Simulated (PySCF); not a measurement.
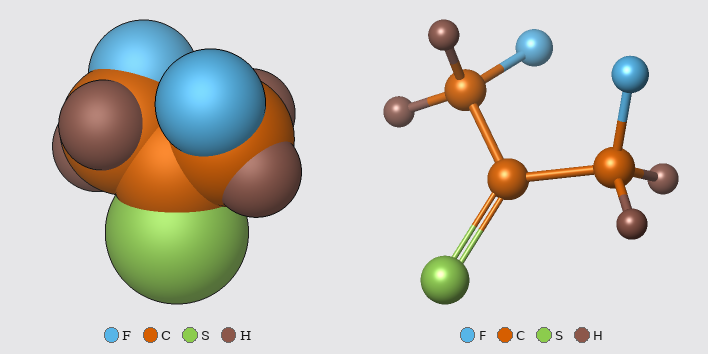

Both panels show the same species.

Computed geometry: PBE0-D3(BJ)/def2-SVP optimisation. No frequency run is at hand to confirm it as a minimum.

Description:

It has 10 atoms: 3 carbon, 4 hydrogen, 2 fluorine and 1 sulfur (C3H4F2S). As SMILES it reads `FCC(=S)CF`. It has no ring. Among its groups: C–F bond. This geometry has C2 symmetry. Coordination: 2 C tetrahedral; 1 C trigonal planar.

The parts below concern this one geometry. Atoms keep their numbers from picture to picture.

**Excitation**

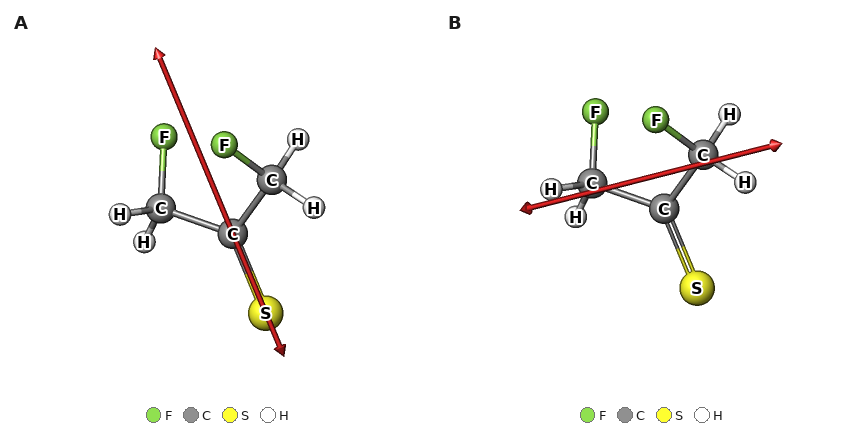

The double arrows show the directions of two transition dipoles from the ground state (lengths mean nothing). No frequency run is at hand to confirm it as a minimum. Properties computed with TDDFT CAM-B3LYP/def2-SVPD, vertical, gas phase, core orbitals frozen in the response (PySCF 2.14.0).

> One belongs to singlet state 4 and one to singlet state 5. Which is which?

A: state 4, 6.52 eV (190 nm), oscillator strength 0.027, mainly HOMO−3 → LUMO (weight 0.88).
B: state 5, 6.62 eV (187 nm), oscillator strength 0.086, mainly HOMO → LUMO+1 (weight 0.83).

**Quadrupole coupling**

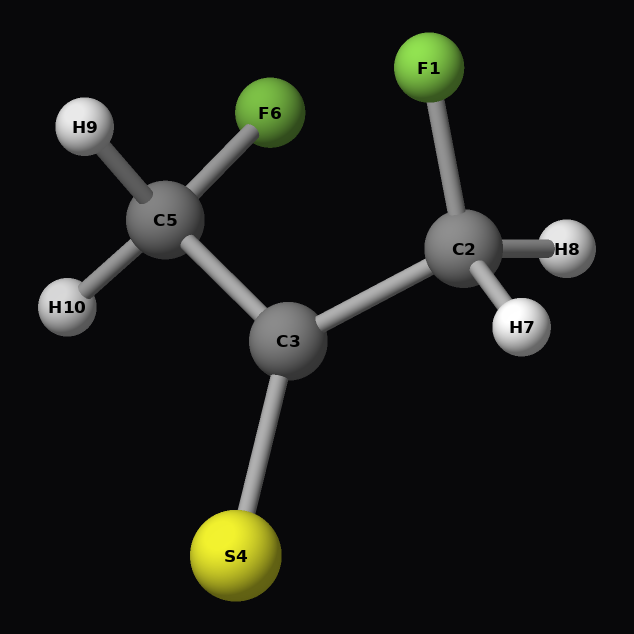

No frequency run is at hand to confirm it as a minimum. Electric field gradients from the ground-state density, PBE0/pcSseg-1 in methanol (IEF-PCM) (PySCF 2.14.0), non-relativistic apart from any core potentials.

Give the largest field-gradient component, the quadrupole coupling constant and the asymmetry for 33S at S4 (Q = −67.81 mb).

```csv
atom,V_zz (a.u.),e²qQ/h (MHz),η
S4,−2.952,47.0,0.26
```

**NMR shielding**

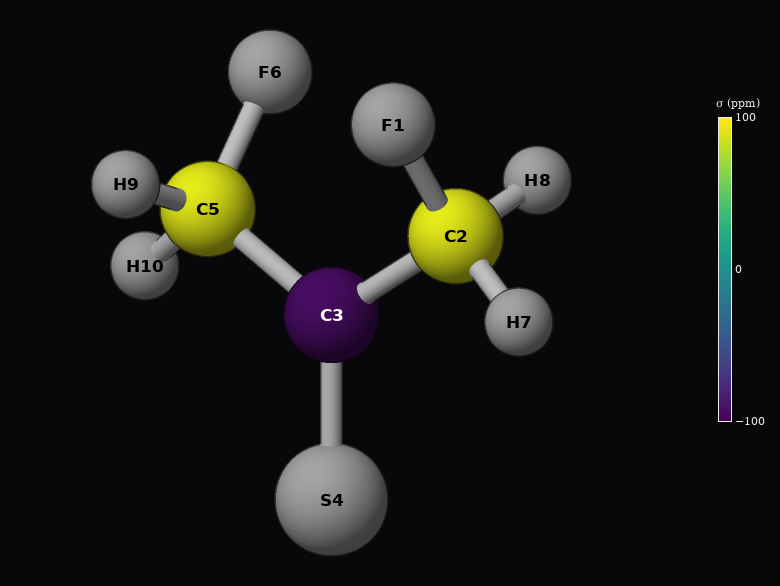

Atoms are coloured by their isotropic NMR shieldings (C only, the others grey). No frequency run is at hand to confirm it as a minimum. Method: GIAO PBE0/pcSseg-1 NMR shielding, non-relativistic, IEF-PCM methanol (PySCF 2.14.0).

Give the isotropic NMR shieldings of the C atoms atom by atom.

| atom | σ (ppm) |
| --- | --- |
| C2 | 89.3 |
| C3 | −93.7 |
| C5 | 89.2 |
